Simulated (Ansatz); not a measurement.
**A substitution series on Al: OH to F**

On one Al centre, n of the OH ligands are replaced by F. The HOMO–LUMO gap y in eV at wB97M-V/def2-TZVPP. Shapes, held fixed at every level: PBE0-D4/def2-TZVP. Flexible molecules stand in one conformer, not always the lowest. Programs: Ansatz 0.2.0.

| molecule | n | y (eV) |
| --- | --- | --- |
| Al(OH)3 | 0 | 12.65 |
| Al(OH)2F | 1 | 12.67 |
| Al(OH)F2 | 2 | ? |
| AlF3 | 3 | 14.39 |

Q: Fit y = c + s·n to the known rows and predict Al(OH)F2.

A: 
1. Means of the 3 rows: n = 1.33333, y = 13.237.
2. Σ(Δn)² = 4.6667, Σ(Δn·Δy) = 2.8933, so the slope is 2.8933/4.6667 = 0.61999.
3. Intercept: 13.237 − (0.61999) × 1.33333 = 12.410. The largest residual of the fit is 0.36.
4. Al(OH)F2: 12.410 + (0.61999) × 2 = 13.65 eV.

The run gave 12.97 eV, so the prediction is off by +0.68 eV, more than the scatter of the fit. The step per swap changes from +0.02 to +1.42 eV along the series, so a line misses the bend. Other levels give for Al(OH)F2: B3LYP-D4/def2-TZVPP 8.20; r2SCAN0-D4/def2-TZVPP 9.46; wB97X-V/def2-TZVPP 13.41 eV. Orbital gaps aren't excitation energies, and the LUMO depends on the basis. The series runs otherwise at B3LYP-D4/def2-TZVPP, BHLYP-D4/def2-TZVPP, SPW92/def2-TZVPP, r2SCAN-D4/def2-TZVPP, r2SCAN0-D4/def2-TZVPP.

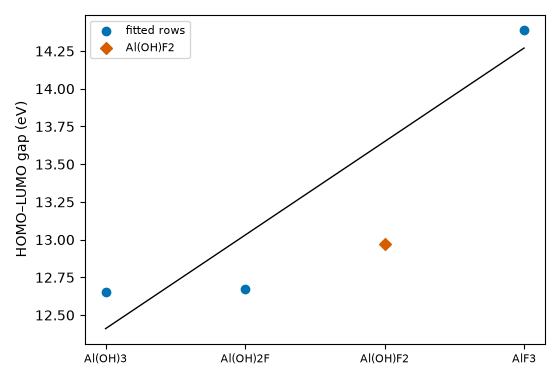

The fitted line, with the withheld member.
